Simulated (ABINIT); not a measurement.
# Quasiparticle gap of PbO (P4/nmm) in ABINIT, part 3 of 3

Aim: the G0W0 gap of PbO (P4/nmm) on PBE, step by step.

ABINIT 10.8.3; PBE and many-body steps on it, plane waves. Known limits of the many-body steps: not at the basis limit; no spin-orbit coupling; coarse k mesh.

So far. Step 3 (Bands along the symmetry lines): The gap is 1.116 eV, −0.001 eV from the run before at this level. Step 4 (Empty states on the mesh, 4×4×2 mesh, 111 bands): On this mesh the gap is 1.117 eV.

The database entry behind the starting cell differs from later determinations by our own check (c about 1 % long), so it need not match the best structure at ambient conditions.

## 5. Screening, 4×4×2 mesh, 101 bands, screening to 106.1 eV

The RPA dielectric matrix is built and inverted for each q.

This step: RPA screening on PBE, plane waves, norm-conserving pseudopotentials.

run.abi reads:

```
acell 3*1.0 Angstrom
rprim 
  3.960000000000 0.000000000000 0.000000000000
  0.000000000000 3.960000000000 0.000000000000
  0.000000000000 0.000000000000 5.070000000000
ntypat 2
znucl 82 8
natom 4
typat 1 1 2 2
xred 
  0.000000000000 0.500000000000 0.239357705921
  0.500000000000 0.000000000000 0.760642294079
  -0.000000000000 0.000000000000 0.000000000000
  0.500000000000 0.500000000000 0.000000000000
pp_dirpath "pseudos"
pseudos "Pb.upf, O.upf"
ecut 42
ngkpt 4 4 2
nshiftk 1
shiftk 0 0 0
kptopt 1
chksymbreak 0
istwfk *1
occopt 1
irdwfk 1
optdriver 3
nband 101
ecuteps 3.9
inclvkb 2
awtr 1
symchi 1
indata_prefix "in"
outdata_prefix "out"
tmpdata_prefix "tmp"
```

The run is started by

```
OMP_NUM_THREADS=1 mpirun -n 8 abinit run.abi > log
```

Numbers of over 12 decimals in the logs are rounded to 6 here.

The log of the run:

```text
.Version 10.8.3 of ABINIT. v10.8.2 released Aug 2026.

 Symmetries : space group P4/n m m (#129); Bravais tP (primitive tetrag.)
[... echo of the input left out ...]
== DATASET  1 ==================================================================
-   mpi_nproc: 8, omp_nthreads: 1 (-1 if OMP is not activated)

--- !DatasetInfo
iteration_state: {dtset: 1, }
dimensions: {natom: 4, nkpt: 12, mband: 101, nsppol: 1, nspinor: 1, nspden: 1, mpw: 7032, }
cutoff_energies: {ecut:  42.0, pawecutdg:  -1.0, }
electrons: {nelect:   5.60000000E+01, charge:   0.00000000E+00, occopt:   1.00000000E+00, tsmear:   1.00000000E-02, }

 SCREENING: Calculation of the susceptibility and dielectric matrices

 Based on a program developped by R.W. Godby, V. Olevano, G. Onida, and L. Reining.
 Incorporated in ABINIT by V. Olevano, G.-M. Rignanese, and M. Torrent.
.Using double precision arithmetic ; gwpc =  8

[... cell and pseudopotentials left out ...]
--------------------------------------------------------------------------------

 ==== K-mesh for the wavefunctions ====
 Number of points in the irreducible wedge :    12
[... list of points left out ...]
 Together with 16 symmetry operations and time-reversal symmetry
 yields    32 points in the full Brillouin Zone.

 ==== Q-mesh for the screening function ====
 Number of points in the irreducible wedge :    12
[... list of points left out ...]
 Together with 16 symmetry operations and time-reversal symmetry
 yields    32 points in the full Brillouin Zone.

 setmesh: FFT mesh size selected  =    30x   30x   40
          total number of points  =        36000

 vcoul_init : cutoff-mode = AUXILIARY_FUNCTION
 q-points for optical limit:   1
     1)      0.000010    0.000020    0.000030

- screening: taking advantage of time-reversal symmetry
- Maximum band index for partially occupied states nbvw = 28
- Remaining bands to be divided among processors   nbcw = 73
- Number of bands treated by each node ~9

 Number of electrons calculated from density =   56.0000; Expected =   56.0000
 average of density, n =  0.104374
 r_s =    1.3176
 omega_plasma =   31.1639 [eV]

 calculating chi0 at frequencies [eV] :
  1    0.000000E+00    0.000000E+00
  2    0.000000E+00    3.116392E+01

--------------------------------------------------------------------------------
  q-point number  1        q = ( 0.000000, 0.000000, 0.000000) [r.l.u.]
--------------------------------------------------------------------------------
[... chi0 elements left out ...]
 For q-point:  0.000010 0.000020 0.000030
  dielectric constant =   6.4856
  dielectric constant without local fields =   7.3271

  Average fulfillment of the sum rule on Im[epsilon] for q-point    1 :     51.67  [%]
[... wings left out ...]
  q-point number  2        q = ( 0.250000, 0.000000, 0.000000) [r.l.u.]
--------------------------------------------------------------------------------
[... chi0 elements left out ...]
  Average fulfillment of the sum rule on Im[epsilon] for q-point    2 :     66.97  [%]

 [... 10 further q-points ...]
```

Elapsed: 27 s, on 8 MPI ranks of AMD EPYC 9R45, shared host; peak memory 3.1 GiB.

Numbers from this step:

| Property | Result |
| --- | --- |
| ε∞ with local fields, on this mesh, along the program's q direction | 6.486 |
| the same without local fields | 7.327 |
| plasma frequency | 31.16 eV |
| plane waves in the screening matrix | 213 |

Local fields lower ε∞ by 11 %. On a Γ-centred mesh this coarse the value itself is usually too large, while a short band sum pulls it down.

## 6. Self-energy, 4×4×2 mesh, 101 bands, screening to 106.1 eV

The self-energy is evaluated for the states that the input lists, and the levels follow from it, in one-shot runs by the linearised quasiparticle equation.

This step: G0W0 on PBE, plane waves, norm-conserving pseudopotentials.

run.abi, as its differences from that of step 5:

```diff
@@ -25,8 +25,17 @@
 irdwfk 1
-optdriver 3
+optdriver 4
 nband 101
+gwcalctyp 0
+ecutsigx 42
+symsigma 1
+nkptgw 2
+kptgw 
+  0.0000000000 0.0000000000 0.0000000000
+  0.5000000000 0.5000000000 0.0000000000
+bdgw 
+  26 30
+  27 30
 ecuteps 3.9
-inclvkb 2
-awtr 1
-symchi 1
+irdscr 1
+ppmodel 1
 indata_prefix "in"
```

The log of the run:

```text
.Version 10.8.3 of ABINIT. v10.8.2 released Aug 2026.

 Symmetries : space group P4/n m m (#129); Bravais tP (primitive tetrag.)
[... echo of the input left out ...]
== DATASET  1 ==================================================================
-   mpi_nproc: 8, omp_nthreads: 1 (-1 if OMP is not activated)

--- !DatasetInfo
iteration_state: {dtset: 1, }
dimensions: {natom: 4, nkpt: 12, mband: 101, nsppol: 1, nspinor: 1, nspden: 1, mpw: 7032, }
cutoff_energies: {ecut:  42.0, pawecutdg:  -1.0, }
electrons: {nelect:   5.60000000E+01, charge:   0.00000000E+00, occopt:   1.00000000E+00, tsmear:   1.00000000E-02, }

 SIGMA: Calculation of the GW corrections

 Based on a program developped by R.W. Godby, V. Olevano, G. Onida, and L. Reining.
 Incorporated in ABINIT by V. Olevano, G.-M. Rignanese, and M. Torrent.
.Using double precision arithmetic ; gwpc =  8

[... cell and pseudopotentials left out ...]
--------------------------------------------------------------------------------

 ==== K-mesh for the wavefunctions ====
 Number of points in the irreducible wedge :    12
[... list of points left out ...]
 Together with 16 symmetry operations and time-reversal symmetry
 yields    32 points in the full Brillouin Zone.

 ==== Q-mesh for screening function ====
 Number of points in the irreducible wedge :    12
[... list of points left out ...]
 Together with 16 symmetry operations and time-reversal symmetry
 yields    32 points in the full Brillouin Zone.

 vcoul_init : cutoff-mode = AUXILIARY_FUNCTION
 q-points for optical limit:   1
     1)      0.000010    0.000020    0.000030
 setmesh: FFT mesh size selected  =    48x   48x   60
          total number of points  =       138240

 Number of electrons calculated from density =   56.0000; Expected =   56.0000
 average of density, n =  0.104374
 r_s =    1.3176
 omega_plasma =   31.1639 [eV]

 === KS Band Gaps ===
  >>>> For spin  1
   Minimum direct gap =   2.0982 [eV], located at k-point      :   0.5000  0.5000  0.0000
   Fundamental gap    =   1.1167 [eV], Top of valence bands at :   0.0000  0.0000  0.0000
                                       Bottom of conduction at :   0.5000  0.5000  0.0000
 SIGMA fundamental parameters:
 PLASMON POLE MODEL  1
 number of plane-waves for SigmaX                 6975
 number of plane-waves for SigmaC and W            213
 number of plane-waves for wavefunctions          6975
 number of bands                                   101
 number of independent spin polarizations            1
 number of spinorial components                      1
 number of k-points in IBZ                          12
 number of q-points in IBZ                          12
 number of symmetry operations                      16
 number of k-points in BZ                           32
 number of q-points in BZ                           32
 number of frequencies for dSigma/dE                 9
 frequency step for dSigma/dE [eV]                0.25
 number of omega for Sigma on real axis              0
 max omega for Sigma on real axis  [eV]           0.00
 zcut for avoiding poles [eV]                     0.10

 EPSILON^-1 parameters (SCR file):
 dimension of the eps^-1 matrix on file            213
 dimension of the eps^-1 matrix used               213
 number of plane-waves for wavefunctions          6975
 number of bands                                   101
 number of q-points in IBZ                          12
 number of frequencies                               2
 number of real frequencies                          1
 number of imag frequencies                          1

 matrix elements of self-energy operator (all in [eV])

 Perturbative Calculation

--- !SelfEnergy_ee
iteration_state: {dtset: 1, }
kpoint     : [   0.000,    0.000,    0.000, ]
spin       : 1
KS_gap     :    2.415
QP_gap     :    2.827
Delta_QP_KS:    0.412
data: !SigmaeeData |
     Band     E0 <VxcDFT>   SigX SigC(E0)      Z dSigC/dE  Sig(E)    E-E0       E
       26   5.518 -19.674 -24.498   5.105   0.763  -0.311 -19.459   0.215   5.732
       27   5.518 -19.674 -24.498   5.105   0.763  -0.311 -19.459   0.215   5.732
       28   7.101 -18.066 -20.543   2.783   0.793  -0.261 -17.823   0.243   7.344
       29   9.516 -12.430  -8.465  -3.181   0.835  -0.197 -11.775   0.655  10.171
       30  12.639 -11.343  -6.801  -3.695   0.836  -0.196 -10.634   0.709  13.348

--- !SelfEnergy_ee
iteration_state: {dtset: 1, }
kpoint     : [   0.500,    0.500,    0.000, ]
spin       : 1
KS_gap     :    2.098
QP_gap     :    2.021
Delta_QP_KS:   -0.077
data: !SigmaeeData |
     Band     E0 <VxcDFT>   SigX SigC(E0)      Z dSigC/dE  Sig(E)    E-E0       E
       27   6.120 -20.439 -25.099   5.109   0.762  -0.312 -20.097   0.342   6.462
       28   6.120 -20.439 -25.099   5.109   0.762  -0.312 -20.097   0.342   6.462
       29   8.218 -10.090  -6.822  -2.953   0.839  -0.191  -9.825   0.265   8.483
       30   8.218 -10.090  -6.822  -2.953   0.839  -0.191  -9.825   0.265   8.483

== END DATASET(S) ==============================================================
================================================================================

 -outvars: echo values of variables after computation  --------
           etotal      0.0000000000E+00
            nband         101
             nkpt          12
          spgroup         129
 [... the other variables as echoed above ...]

 Calculation completed.
```

Wall time 5.4 s (8 MPI ranks); peak memory 2.2 GiB; 41 s of CPU time.

This step gave:

```yaml
g0w0_gap_on_the_points_computed: 1.139 eV
starting_gap_on_the_mesh: 1.117 eV
k_of_the_valence_top: 0, 0, 0
k_of_the_conduction_bottom: 0.5, 0.5, 0
z_at_the_valence_top: 0.793
z_at_the_conduction_bottom: 0.839
least_direct_g0w0_gap_on_the_computed_points: 2.021 eV
```

The gap on the mesh goes from 1.12 eV to 1.14 eV, a correction of +0.02 eV.

Limits: finite bands, cutoff and mesh; no spin-orbit coupling; coarse k mesh. v1 is the top filled band, c1 the lowest empty one. Levels before and after the correction, in eV, zero at the valence-band top of each column:

|  | conduction bottom | valence top |
| --- | --- | --- |
| Kohn-Sham | 1.12 | 0.00 |
| G0W0 | 1.14 | 0.00 |

|  | level | energy (eV) |
| --- | --- | --- |
| Kohn-Sham | Γ v3-v2 | -1.583 |
| Kohn-Sham | Γ v1 | 0.000 |
| Kohn-Sham | Γ c1 | 2.415 |
| Kohn-Sham | Γ c2 | 5.538 |
| Kohn-Sham | (0.5 0.5 0) v2-v1 | -0.982 |
| Kohn-Sham | (0.5 0.5 0) c1-c2 | 1.117 |
| G0W0 | Γ v3-v2 | -1.612 |
| G0W0 | Γ v1 | 0.000 |
| G0W0 | Γ c1 | 2.827 |
| G0W0 | Γ c2 | 6.004 |
| G0W0 | (0.5 0.5 0) v2-v1 | -0.882 |
| G0W0 | (0.5 0.5 0) c1-c2 | 1.139 |

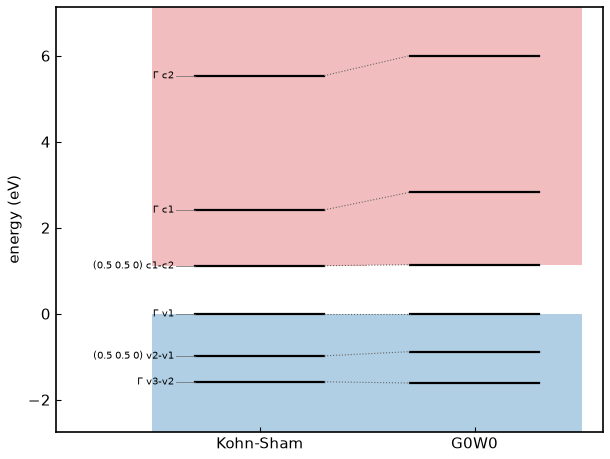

Levels before and after the correction. Shaded: valence and conduction bands.

## 7. Where the time went

Times are wall times on 8 MPI ranks of AMD EPYC 9R45, shared host, good to a factor of about two.

| step | time | share | memory (GiB) |
| --- | --- | --- | --- |
| ground state | 26 s | 24 % | 0.85 |
| bands along the symmetry lines | 23 s | 21 % | 0.89 |
| empty states on the mesh | 30 s | 27 % | 0.8 |
| screening | 27 s | 24 % | 3.1 |
| self-energy | 5.4 s | 5 % | 2.2 |

## 8. Results

| Property | Result |
| --- | --- |
| PBE gap | 1.12 eV, indirect |
| G0W0 gap on the mesh | 1.14 eV |
| GW settings | 4×4×2 mesh, 101 bands, screening to 106.1 eV, Godby-Needs plasmon pole |
| known limits | not at the basis limit; no spin-orbit coupling; coarse k mesh |

G0W0 moves the gap on the mesh from 1.12 eV to 1.14 eV (+0.02 eV), with Z of 0.79 and 0.84 at the edges. Local fields lower the RPA ε∞ on this mesh from 7.33 to 6.49; a Γ-centred mesh this coarse tends to raise both, most where the direct gap is narrow, while a short band sum lowers them. Only 2 of the mesh's irreducible points were corrected, so a valley elsewhere could overtake. Bands and cutoff are finite, so the gap is not at the basis limit. The miss can reach some tenths of an eV and take either sign; the mesh is an error of its own. In the G0W0 run levels were corrected at 2 k points alone, so a gap called «on the mesh» is the least over those, and an edge elsewhere would be missed. The 4×4×2 mesh is coarse for this cell, which bears on the long-range parts of exchange and screening. Where an edge is built on 6p states of lead, bismuth or thallium, scalar-relativistic gaps usually stand too wide, by a few tenths to over one eV. The many-body steps are scalar-relativistic: spin-orbit coupling is not in them.

[Paths, hosts, dates, memory and timing lines, banners, echoed tables and standing remarks are left out of the program output.]

[Logs are printed without paths, hosts, clocks, repeated set-up lines and the standing remarks that a program may print on its own settings, such as how far it seeks lower states.]

[Runs of the session that timed out or met a known fault of the program may be left out.]

[Hosts, paths, dates, database ids (printed as entryN), source tags and the programs' standing remarks are cut or masked in the printed files.]

[G0W0 gaps are taken among the corrected bands and points alone; a level outside them can change the order at an edge.]

[Where Ansatz stands beside ABINIT at settings called matched, ABINIT's density can come from a denser mesh and the files from another edition; pairs whose starting gaps differed by over 0.03 eV were left out, so agreement reads better than it is.]
